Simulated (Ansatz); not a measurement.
```xyz
7

Sn    0.2152    0.0000   -0.0873
Cl    0.3111    0.0000    2.3194
H     1.8734    0.0000   -0.5375
H    -0.5630    1.4478   -0.5511
H    -0.5630   -1.4478   -0.5511
F    -2.6277    0.0000    1.0746
H    -2.2190    0.0000    1.9065
```

Core potentials replace the inner electrons of Sn.

Theory: Ansatz 0.2.0, RKS B3LYP-D4/def2-SVP.

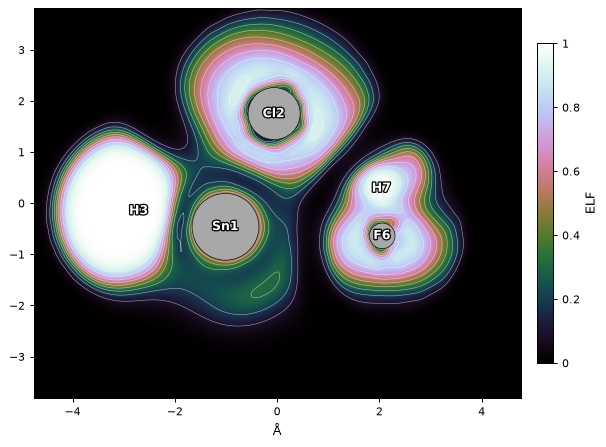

ClH$_{3}$Sn···HF. Electron localisation function on the plane of atoms Cl2, Sn1 and H3. Grey discs cover the atomic cores.

What do the fields say about this system?

The section cuts through Sn, Cl, H and F sites. Sn1···F6 (3.07 Å): the ELF dips to about 0.05 between them. Sn–Cl (2.41 Å): the ELF peaks at about 0.85 in the valence shell of Cl, 0.9 Å from its nucleus, and drops to about 0.15 between the two atoms. F–H (0.93 Å): the ELF climbs to about 1 towards the hydrogen, as it does in any bond to H: an ordinary covalent bond to hydrogen. Sn–H (1.72 Å): the ELF climbs to about 1 towards the hydrogen. The ELF also peaks beside F6 and Cl2, away from the bonds: lone-pair regions.
